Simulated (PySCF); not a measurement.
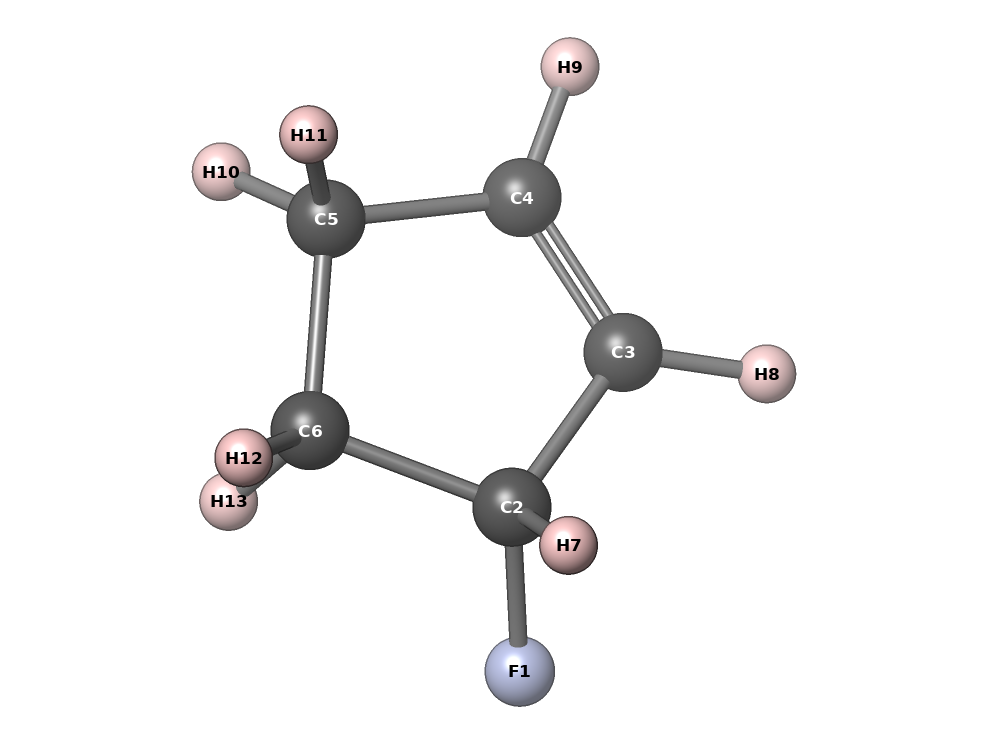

Atoms fade into the background with distance from the viewer. The computed structure is the end point of a GFN2-xTB optimisation. No frequency run is at hand to confirm it as a minimum.

> Find the stereocentres and stereogenic double bonds.

Centres: C2.

> What are the Cahn–Ingold–Prelog descriptors?

C2: R (priorities F1 > C3 > C6 > H7).

> Give a SMILES with the stereochemistry.

F[C@H]1C=CCC1
